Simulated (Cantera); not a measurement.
Input: 1 mol SiH4, 4.6 mol NH3, 0.75 mol N2, held at 0.120 bar.

Method: chemical equilibrium by Gibbs-energy minimisation in Cantera with the NASA 1993 tables (ideal gas, pure condensed phases). Candidate condensed phases: Si, Si3N4; 18 gas species. Mutual solubility and eutectic melting of coexisting phases are not modelled. The tables' values for SiN are old estimates; treat these amounts as uncertain. Gases not in the tables: Si2H6 and higher silanes. Rates play no part.

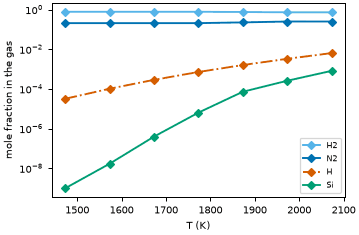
Fig. 1. Equilibrium gas composition (values under 1e-9 drawn at 1e-9)

From 1473 K to 1773 K the condensed part is Si3N4(s). At 1873 K the condensed part is Si(l) + Si3N4(s). From 1973 K to 2073 K the condensed part is Si(l).
